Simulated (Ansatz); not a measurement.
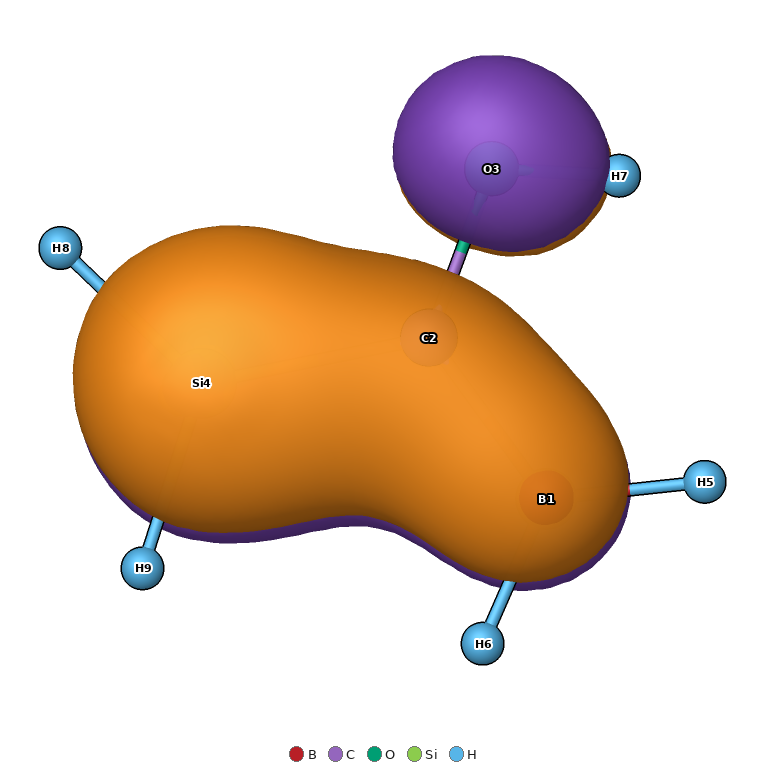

Figure. CH₅BOSi (SMILES BC(O)=[SiH2]). The HOMO at ±0.1 Å⁻³ᐟ² (orange and purple are the two phases), seen across its widest extent.

The calculation used Ansatz 0.2.0, RKS B3LYP/cc-pVDZ.

```xyz
9

B    -0.0989    1.2929   -0.3262
C     0.3624   -0.1432   -0.1669
O     1.5305   -0.6315   -0.6985
Si   -0.7281   -1.1674    0.7674
H     0.5806    2.0799   -0.9516
H    -1.1362    1.6571    0.1645
H     1.9615    0.1032   -1.1643
H    -0.4999   -2.6097    1.0630
H    -1.9721   -0.5813    1.3125
```

What is the character of this orbital?

Answer. Its weight (Hirshfeld) is mainly on Si4 (about 35 %), C2 (about 25 %), O3 (about 25 %) and B1 (about 15 %); it changes sign across the molecular plane (π type); π-bonding across B1–C2 and C2–Si4; π-antibonding (a node) across C2–O3. Its energy is −5.97 eV.
